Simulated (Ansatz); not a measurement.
Bands of a (8,4) carbon nanotube, along its axis.

These are PBE (plane waves to 420 eV, PAW; Ansatz, a first-principles code) values and carry that method's errors. Mesh 1×1×6. No spin polarisation. Periodic along z alone, with about 11 Å of vacuum beside it. An idealised model, rolled from the flat sheet. Symmetry and one short period hold its shape; lower forms weren't sought.

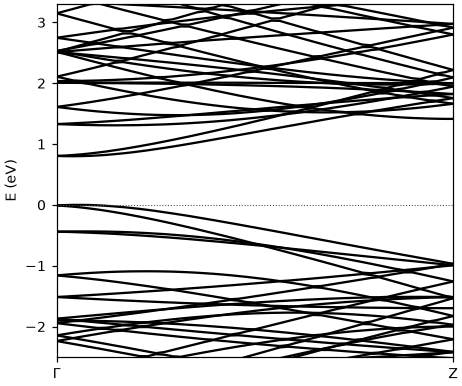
Figure: Bands from the zone centre to the zone edge (period 11.30 Å); the dotted line marks the highest filled level

Task: Is it a metal or a semiconductor at this level? Give what the bands show.

Result: A semiconductor in PBE.
```
Quantity                                                              Value
--------  -----------------------------------------------------------------
PBE gap   0.80 eV, nearly direct, from k = 0.031 × 2π/c to k = 0.021 × 2π/c
```
